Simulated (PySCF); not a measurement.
# C4H12O3Si: NMR shifts at several levels of theory, part 2 of 2

PySCF 2.14.0. Atoms count from 0. The steps go on from the part before.

## 7. Shielding tensors: B3LYP/pcSseg-1

What the job is given:

```
{"job": {"kind": "nmr", "xc": "B3LYP", "basis": "pcSseg-1", "pop": false}, "charge": 0, "multiplicity": 1}
C     -2.305855     1.411581    -0.186135
O     -1.506290     0.327162    -0.560036
Si    -0.041278    -0.068589     0.088453
C     -0.228393    -0.784153     1.794394
O      0.686066    -1.141038    -0.934146
C      0.123265    -2.324952    -1.419861
O      0.878148     1.302315     0.106480
C      2.258187     1.363723     0.323156
H     -1.758055     2.366924    -0.260898
H     -3.177604     1.460253    -0.856830
H     -2.683718     1.313711     0.849055
H      0.749595    -1.047743     2.226258
H     -0.844475    -1.696837     1.775031
H     -0.714500    -0.066588     2.473730
H     -0.821627    -2.136398    -1.958693
H      0.830589    -2.795656    -2.120059
H     -0.082786    -3.051850    -0.611642
H      2.811757     0.727006    -0.388576
H      2.594554     2.403454     0.189233
H      2.533500     1.051348     1.348138
```

With the program's defaults for keys left out, this is: GIAO B3LYP/pcSseg-1 NMR shielding, non-relativistic, gas phase.

Standard output:

```text
coarse grid: 16672 points
cycle   1  E = -674.5780335847  dE =  8.536e-01  |g| = 1.175e+00  |ddm| = 3.831e+00
cycle   2  E = -674.2096363939  dE =  3.684e-01  |g| = 1.843e+00  |ddm| = 2.351e+00
cycle   3  E = -674.8184320392  dE = -6.088e-01  |g| = 1.430e-01  |ddm| = 1.639e+00
cycle   4  E = -674.8220350912  dE = -3.603e-03  |g| = 6.045e-02  |ddm| = 1.397e-01
cycle   5  E = -674.8229263123  dE = -8.912e-04  |g| = 6.593e-03  |ddm| = 4.579e-02
cycle   6  E = -674.8229347215  dE = -8.409e-06  |g| = 1.487e-03  |ddm| = 5.052e-03
final grid: 154848 points
cycle   7  E = -674.9114329064  dE = -3.334e-05  |g| = 7.510e-03  |ddm| = 1.737e-02
cycle   8  E = -674.9114231953  dE =  9.711e-06  |g| = 1.037e-02  |ddm| = 1.084e-02
cycle   9  E = -674.9114444223  dE = -2.123e-05  |g| = 1.173e-03  |ddm| = 6.546e-03
cycle  10  E = -674.9114446917  dE = -2.694e-07  |g| = 1.614e-04  |ddm| = 1.116e-03
cycle  11  E = -674.9114446966  dE = -4.854e-09  |g| = 5.673e-05  |ddm| = 1.571e-04
cycle  12  E = -674.9114446972  dE = -6.198e-10  |g| = 1.210e-05  |ddm| = 5.955e-05
converged SCF energy = -674.9114446972

GIAO shielding tensors (ppm)
atom      isotropic    diamagn.    paramagn.     s11        s22        s33       span
  0 C      127.330     240.701    -113.370    100.978    102.458    178.555     77.577
  1 O      299.758     402.819    -103.062    229.821    317.170    352.282    122.461
  2 Si     383.470     885.243    -501.773    372.780    373.319    404.310     31.529
  3 C      190.893     258.553     -67.661    190.496    190.654    191.528      1.031
  4 O      299.087     402.977    -103.890    227.090    317.338    352.833    125.742
  5 C      127.378     240.561    -113.184    101.022    102.551    178.561     77.539
  6 O      299.994     402.907    -102.913    229.614    318.072    352.296    122.683
  7 C      127.339     240.807    -113.468    100.891    102.519    178.607     77.716
  8 H       27.626      29.579      -1.953     22.883     25.980     34.016     11.133
  9 H       27.783      27.772       0.011     23.428     25.294     34.628     11.200
 10 H       27.965      29.484      -1.519     23.408     26.042     34.445     11.037
 11 H       31.493      32.739      -1.246     27.182     29.205     38.092     10.910
 12 H       31.468      32.617      -1.149     27.149     29.232     38.024     10.875
 13 H       31.489      32.713      -1.224     27.174     29.221     38.072     10.898
 14 H       27.642      29.398      -1.756     22.934     25.911     34.081     11.147
 15 H       27.780      27.761       0.019     23.436     25.289     34.614     11.178
 16 H       27.971      29.469      -1.498     23.392     26.130     34.390     10.998
 17 H       27.637      29.588      -1.951     22.909     25.966     34.036     11.126
 18 H       27.782      27.877      -0.095     23.434     25.293     34.618     11.184
 19 H       27.965      29.579      -1.614     23.402     26.066     34.425     11.023
```

Run time: 34 s. Hardware: 1 thread, shared host.

In short: δ C0 51.9, C3 -11.7, O1 34.4, Si2 -45.6, H8 3.59, H11 -0.10 ppm (means over like atoms).

## 8. NMR shieldings: KT3/pcSseg-1

The job, as its differences from that of step 7:

```diff
@@ -1,2 +1,2 @@
-{"job": {"kind": "nmr", "xc": "B3LYP", "basis": "pcSseg-1", "pop": false}, "charge": 0, "multiplicity": 1}
+{"job": {"kind": "nmr", "xc": "KT3", "basis": "pcSseg-1", "pop": false}, "charge": 0, "multiplicity": 1}
 C     -2.305855     1.411581    -0.186135
```

With the program's defaults for keys left out, this is: GIAO KT3/pcSseg-1 NMR shielding, non-relativistic, gas phase.

Standard output:

```text
coarse grid: 16672 points
cycle   1  E = -682.2357608787  dE =  8.219e-01  |g| = 1.285e+00  |ddm| = 3.876e+00
cycle   2  E = -681.3683833868  dE =  8.674e-01  |g| = 2.414e+00  |ddm| = 3.690e+00
cycle   3  E = -682.5406086017  dE = -1.172e+00  |g| = 2.309e-01  |ddm| = 2.942e+00
cycle   4  E = -682.5504574471  dE = -9.849e-03  |g| = 1.177e-01  |ddm| = 2.959e-01
cycle   5  E = -682.5539253870  dE = -3.468e-03  |g| = 1.330e-02  |ddm| = 9.821e-02
cycle   6  E = -682.5539628154  dE = -3.743e-05  |g| = 3.782e-03  |ddm| = 1.240e-02
cycle   7  E = -682.5539658475  dE = -3.032e-06  |g| = 1.626e-03  |ddm| = 4.280e-03
final grid: 154848 points
cycle   8  E = -682.6790774155  dE = -1.830e-04  |g| = 3.052e-02  |ddm| = 4.828e-02
cycle   9  E = -682.6787017445  dE =  3.757e-04  |g| = 5.455e-02  |ddm| = 5.787e-02
cycle  10  E = -682.6792199797  dE = -5.182e-04  |g| = 3.733e-03  |ddm| = 4.155e-02
cycle  11  E = -682.6792223452  dE = -2.366e-06  |g| = 1.142e-03  |ddm| = 4.022e-03
cycle  12  E = -682.6792226873  dE = -3.421e-07  |g| = 1.133e-04  |ddm| = 1.008e-03
cycle  13  E = -682.6792226890  dE = -1.634e-09  |g| = 7.494e-05  |ddm| = 1.665e-04
cycle  14  E = -682.6792226900  dE = -1.060e-09  |g| = 1.911e-05  |ddm| = 6.861e-05
cycle  15  E = -682.6792226901  dE = -7.594e-11  |g| = 3.957e-06  |ddm| = 2.022e-05
converged SCF energy = -682.6792226901

GIAO shielding tensors (ppm)
atom      isotropic    diamagn.    paramagn.     s11        s22        s33       span
  0 C      130.492     241.852    -111.359    104.385    105.594    181.498     77.113
  1 O      290.469     402.452    -111.984    223.473    306.558    341.375    117.903
  2 Si     409.052     888.246    -479.195    400.507    401.012    425.637     25.130
  3 C      193.345     259.067     -65.722    192.976    193.131    193.927      0.951
  4 O      289.753     402.643    -112.890    220.730    306.733    341.797    121.067
  5 C      130.527     241.716    -111.190    104.456    105.627    181.497     77.041
  6 O      290.679     402.556    -111.878    223.289    307.405    341.342    118.052
  7 C      130.494     241.959    -111.464    104.294    105.648    181.541     77.247
  8 H       27.519      29.793      -2.274     22.818     25.803     33.935     11.118
  9 H       27.776      27.821      -0.045     23.565     25.244     34.519     10.954
 10 H       27.842      29.589      -1.747     23.347     25.869     34.311     10.964
 11 H       31.413      32.807      -1.393     27.143     29.153     37.944     10.802
 12 H       31.390      32.678      -1.288     27.111     29.181     37.878     10.766
 13 H       31.412      32.778      -1.366     27.140     29.172     37.925     10.785
 14 H       27.535      29.596      -2.061     22.871     25.738     33.996     11.125
 15 H       27.774      27.818      -0.045     23.575     25.240     34.506     10.930
 16 H       27.848      29.575      -1.728     23.331     25.955     34.257     10.926
 17 H       27.529      29.793      -2.264     22.845     25.789     33.953     11.108
 18 H       27.776      27.938      -0.162     23.574     25.244     34.510     10.936
 19 H       27.842      29.688      -1.845     23.341     25.895     34.292     10.951
```

Wall time 51 s (1 thread, shared host).

This run: δ C0 51.8, C3 -11.0, O1 38.7, Si2 -43.5, H8 3.60, H11 -0.09 ppm (means over like atoms).

## 9. Comparing the runs: NMR shifts

Shifts (ppm), means over like atoms, with basis size and wall time (the measured row can stand on another reference than the computed rows):

```tsv
run	C0	C3	H8	H11	O1	Si2	functions	time
PBE/pcSseg-1	52.8	-12.4	3.67	-0.11	43.5	-42.0	203	48 s
OPBE/pcSseg-1	51.4	-10.3	3.59	-0.07	37.1	-39.5	203	46 s
B97-2/pcSseg-1	51.2	-10.4	3.54	-0.08	28.2	-42.4	203	33 s
WP04/pcSseg-1	53.3	-8.4	3.38	-0.01	23.0	-56.8	203	36 s
B3LYP/pcSseg-1	51.9	-11.7	3.59	-0.10	34.4	-45.6	203	34 s
KT3/pcSseg-1	51.8	-11.0	3.60	-0.09	38.7	-43.5	203	51 s
measured	–	–	–	–	–	-40.1	–	–
```

Measured: liquid, neat; T. M. Alam, M. Henry, Phys. Chem. Chem. Phys. (a906445a), supplement.

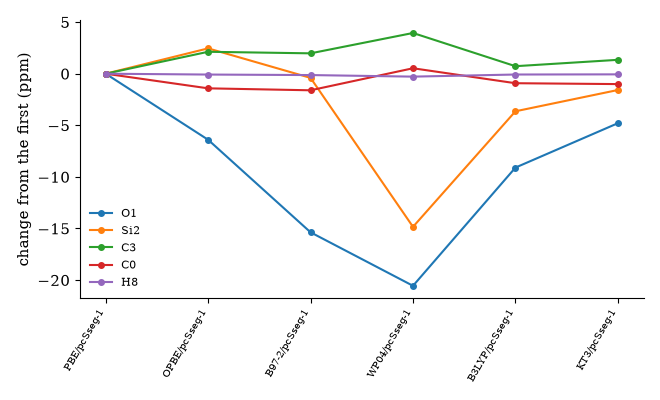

How five of the tabulated atoms move from run to run.

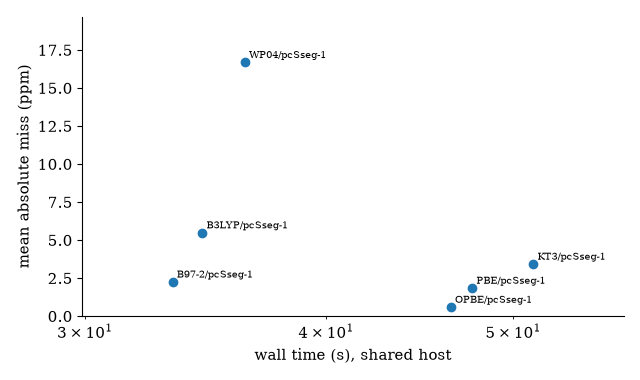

Cost against miss for the one measured ²⁹Si shift.

## 10. What came out

This closing draws on all 2 parts.

```
                                                              quantity                   value
                                                           point group                      C3
                                  rotational constants (main isotopes)    1.60, 1.58, 1.10 GHz
¹³C shifts against TMS (PBE/pcSseg-1, means over atoms taken as alike)         52.8, -12.4 ppm
 ¹H shifts against TMS (PBE/pcSseg-1, means over atoms taken as alike)         3.67, -0.11 ppm
¹⁷O shifts against H2O (PBE/pcSseg-1, means over atoms taken as alike)                43.5 ppm
                                ²⁹Si shifts against TMS (PBE/pcSseg-1)               -42.0 ppm
                              measured, and computed on the same scale  Si2 δ -40.1, -42.0 ppm
                                              range of the shift of O1        23.0 to 43.5 ppm
```

Single values in the summary come from the first run of each kind that ended normally (PBE/pcSseg-1), which need not be the best level. Relaxing lowered the energy by 0.116 eV in 9 steps; the close pair that moved most is Si2–C3, from 1.910 to 1.859 Å. H8, H9, H10, H14, H15 and 4 more (mean) (hydrogen on a methyl carbon bonded to O) lies farthest downfield among hydrogen, at 3.67 ppm; its carbon carries O, hence the downfield position. At PBE/pcSseg-1: The largest span, 132 ppm, is at O1, O4, O6, where the paramagnetic term is -111 ppm. The one measured ²⁹Si shift is missed by -1.9 ppm (computed less measured, unscaled). Vibration, temperature and solvent are missing from the calculation, and it holds one conformer, so part of the miss against the measured shifts is not the functional's. Across the 6 runs the shift of O1 (with its like atoms) moves most, between 23.0 (WP04/pcSseg-1) and 43.5 ppm (PBE/pcSseg-1). Most of that comes from the computed reference, not from the atom's own shielding. For the one measured ²⁹Si shift, OPBE/pcSseg-1 misses least (0.60 ppm, 46 s) and WP04/pcSseg-1 most (16.70 ppm, 36 s); the quickest, B97-2/pcSseg-1, misses by 2.26 ppm in 33 s. One molecule ranks no method: errors cancel, and vibration and temperature are missing from all runs.
